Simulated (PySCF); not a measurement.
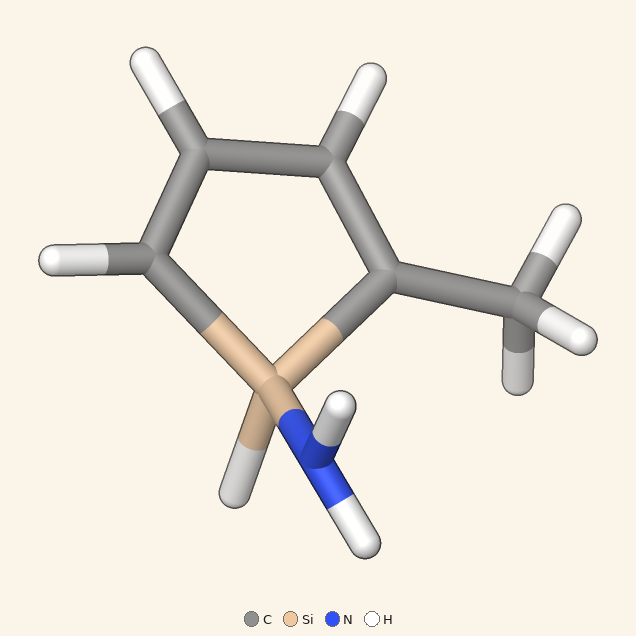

Rendered structure (stick style).

What does the picture show?

It has 16 atoms: 5 carbon, 9 hydrogen, 1 nitrogen and 1 silicon (C5H9NSi). SMILES: `CC1=CC=C[Si@@H]1N`. Independent rings (smallest set): 1 of 5 members. Among its groups: alkene, Si–H bond, Si–N bond. This geometry has C1 symmetry. Coordination, clear cases only: 1 C tetrahedral; 4 C trigonal planar.

The parts below concern this one geometry. Atoms keep their numbers from picture to picture. The computed structure is the end point of a PBE0-D3(BJ)/def2-SVP optimisation. No frequency run is at hand to confirm it as a minimum.

NMR shielding

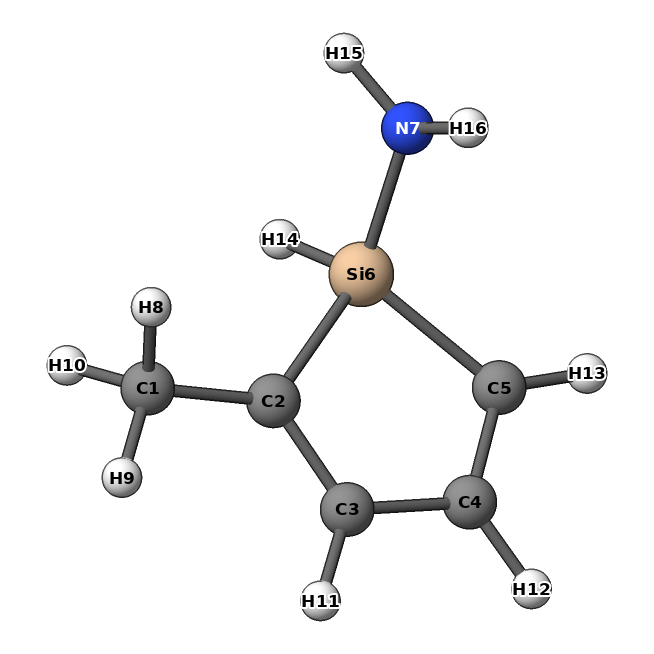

The questions are on isotropic NMR shieldings of the H atoms. No frequency run is at hand to confirm it as a minimum. Properties computed with GIAO KT3/pcSseg-1 NMR shielding, non-relativistic, gas phase (PySCF 2.14.0).

Which H atom is the most shielded (lowest chemical shift)?

H16 (31.38 ppm).

Which H atom is the least shielded (highest chemical shift)?

H12 (24.58 ppm).

How wide is the range of H shifts?

6.80 ppm.

Give the isotropic NMR shieldings of the H atoms atom by atom.

```json
{"atom": "H8", "σ (ppm)": "29.22"}
{"atom": "H9", "σ (ppm)": "29.49"}
{"atom": "H10", "σ (ppm)": "29.30"}
{"atom": "H11", "σ (ppm)": "25.04"}
{"atom": "H12", "σ (ppm)": "24.58"}
{"atom": "H13", "σ (ppm)": "25.80"}
{"atom": "H14", "σ (ppm)": "26.62"}
{"atom": "H15", "σ (ppm)": "31.01"}
{"atom": "H16", "σ (ppm)": "31.38"}
```

Ring current

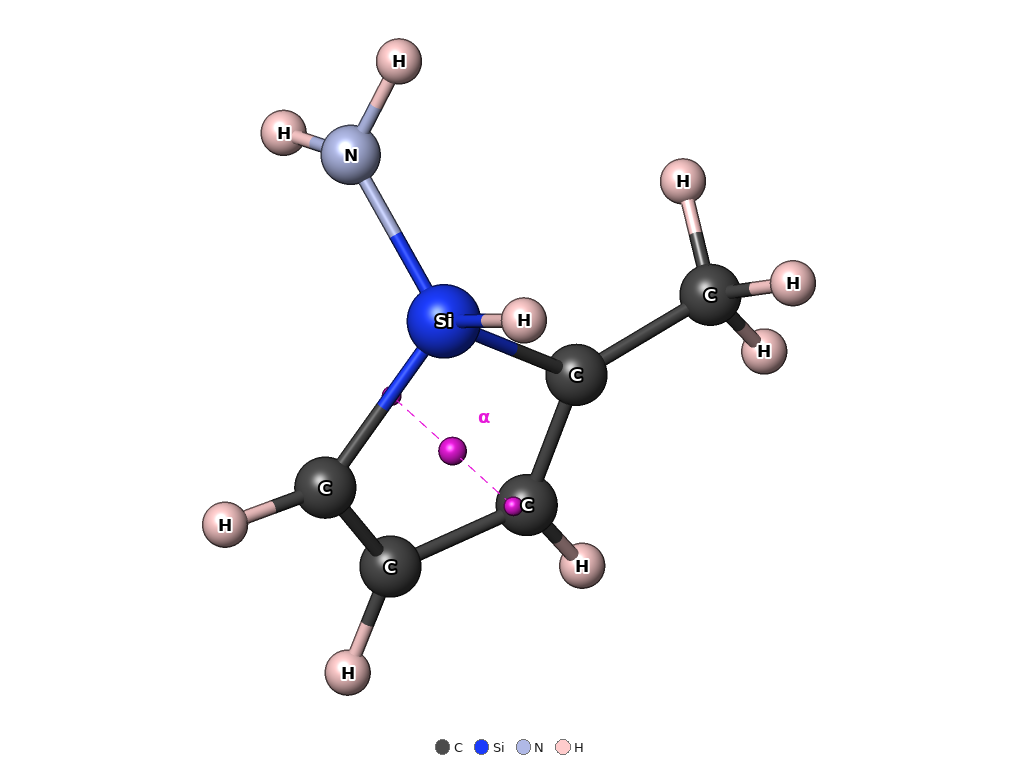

The small points mark where nucleus-independent chemical shifts (NICS) were computed: at the centre of each lettered ring and 1 Å above and below it. No frequency run is at hand to confirm it as a minimum. Method: GIAO PBE0/pcSseg-1 NMR shielding, non-relativistic, gas phase (PySCF 2.14.0).

Give NICS(0), NICS(1) and the out-of-plane component NICS(1)zz for each ring (means of the two sides).

| ring | members | NICS(0) | NICS(1) | NICS(1)zz |
| --- | --- | --- | --- | --- |
| α | C4Si | 2.3 | −0.6 | 5.1 |

Values in ppm.

What do the values say about the ring currents?

Ring α: weak, as in a non-aromatic ring. NICS is one index among several.

Charges

The questions are on Mulliken charges. No frequency run is at hand to confirm it as a minimum. Method: PBE0/pcSseg-1 in chloroform (IEF-PCM) (PySCF 2.14.0).

Which atom carries the highest charge (most positive or least negative)?

Si6 (0.99 e).

And the lowest?

N7 (−0.65 e).

List the Mulliken charges.

```csv
atom,value (e)
C1,−0.18
C2,−0.54
C3,−0.10
C4,−0.11
C5,−0.43
Si6,0.99
N7,−0.65
H8,0.13
H9,0.12
H10,0.13
H11,0.09
H12,0.11
H13,0.12
H14,−0.11
H15,0.21
H16,0.21
```

Electronic properties

No frequency run is at hand to confirm it as a minimum. Method: ωB97X-D/def2-SVPD in chloroform (IEF-PCM) (PySCF 2.14.0). Excitations: vertical, linear response.

Computed properties:

- dipole moment: 1.70 D
- HOMO energy (Kohn–Sham orbital): −8.15 eV
- LUMO energy (Kohn–Sham orbital): 0.36 eV
- HOMO–LUMO gap: 8.50 eV
- mean static polarisability: 114.1 bohr³
- lowest vertical singlet excitation: 4.09 eV
- its oscillator strength: 0.079

Mulliken values depend strongly on the basis set and can even reverse the polarity of a bond.
